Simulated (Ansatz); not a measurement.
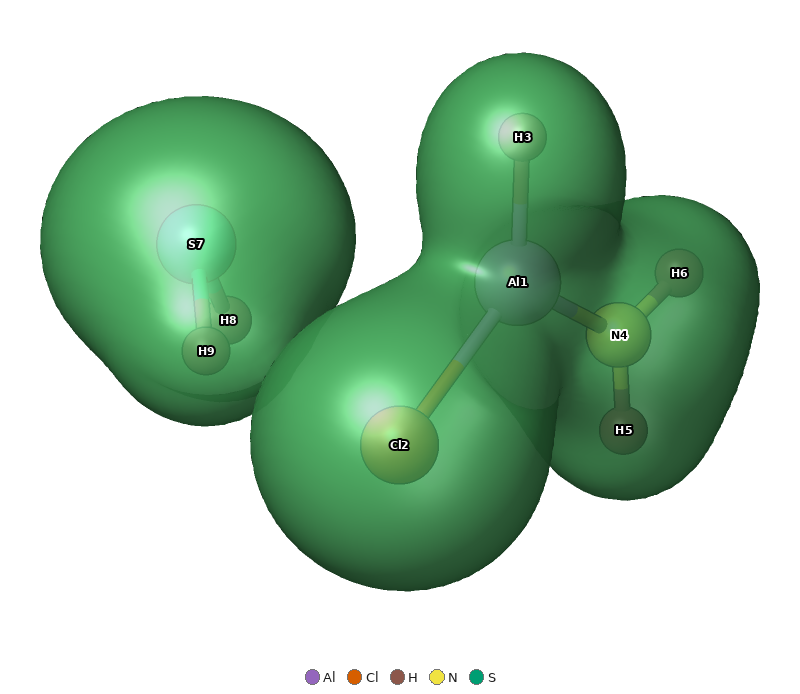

*AlClH3N···H2S. Isosurface of the total electron density at 0.1 e/Å³ (green), seen from one side.*

Not at a stationary point (largest force 1.1 eV/Å).

Theory: RHF/def2-SVP (Ansatz 0.2.0).

The calculation's input:

```
crystal:
  periodic: [false, false, false]
  atoms:
    - { symbol: Al, position_ang: [0.0, 0.0, 0.0] }
    - { symbol: Cl, position_ang: [0.0, 0.0, 2.58] }
    - { symbol: H, position_ang: [1.351, 0.0, -0.78] }
    - { symbol: "N", position_ang: [-1.6627, 0.0, -0.96] }
    - { symbol: H, position_ang: [-2.3316, -0.8164, -0.8614] }
    - { symbol: H, position_ang: [-1.9118, 0.8164, -1.5886] }
    - { symbol: S, position_ang: [-0.3202, 2.4082, 0.8072] }
    - { symbol: H, position_ang: [-1.6213, 2.8314, 0.5106] }
    - { symbol: H, position_ang: [-0.1925, 1.4482, 2.0709] }
basis:
  gaussian: { orbitals: def2-SVP }
hamiltonian:
  xc: hf
relax:
  f_tol: 0.15
  max_steps: 25
  restrain:
    - { distance: [0, 6], at: 3.46, k: 30.0 }
    - { distance: [8, 1], at: 2.57, k: 30.0 }
    - { distance: [0, 1], at: 2.23, k: 30.0 }
    - { distance: [8, 6], at: 1.4, k: 30.0 }
output:
  orbitals: {}
```

Run with:

```sh
ansatz run input.yaml --threads 1 --pin off --max-ram 2048MiB --backend cpu --events-out ev --progress --plain --runs-dir out
```

The fields are those of the run's last geometry, not of the input's.

**What does this surface tell about the bonding?**

At this value the surface falls into two separate pieces. It bridges the sampled Al–N (1.76 Å), Al–Cl (2.20 Å) and N–H (1.00 Å) contacts, where the density stays above the isovalue. It is pinched off along the sampled Al···S (3.45 Å) contacts. On the grid the lowest density along these lines, outside the cores, is 0.04 e/Å³ (Al···S, 3.45 Å), 0.73 e/Å³ (Al–N, 1.76 Å), 0.39 e/Å³ (Al–Cl, 2.20 Å) and 2.3 e/Å³ (N–H, 1.00 Å).
